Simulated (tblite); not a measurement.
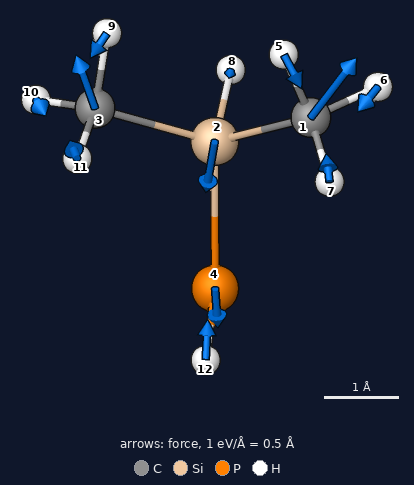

Starting geometry of C₂H₈PSi (charge −1) with the computed forces as blue arrows. Style: ball-and-stick. Shown at a tilt.

Level of theory: GFN2-xTB geometry optimisation, gas phase in tblite. 

> What follows when this structure is relaxed?

It isn't relaxed: the largest force vector, on C1, is 2.45 eV/Å. The final displacements follow the starting forces only in part (cosine between the two patterns 0.33). The energy falls by 56.2 kJ/mol in 74 geometry steps. The atom that moves furthest after the best rigid fit is H6 (0.50 Å). Largest moves by element: H 0.50 Å, P 0.27 Å, Si 0.09 Å, C 0.05 Å. Near-neighbour distances that change, for instance: C1–Si2 1.845 → 1.924 Å, Si2–C3 1.866 → 1.926 Å, C1–H5 1.127 → 1.088 Å, C1–H6 1.121 → 1.086 Å. Among the angles between lasting bonds that change: Si2–P4–H12 114.3° → 94.2°, Si2–C3–H9 104.5° → 111.8°, H10–C3–H11 114.3° → 107.4°. Groups turn about C1–Si2 by about 25°. The run took 0.34 s on 1 thread of Arm Neoverse V1, on a shared host.
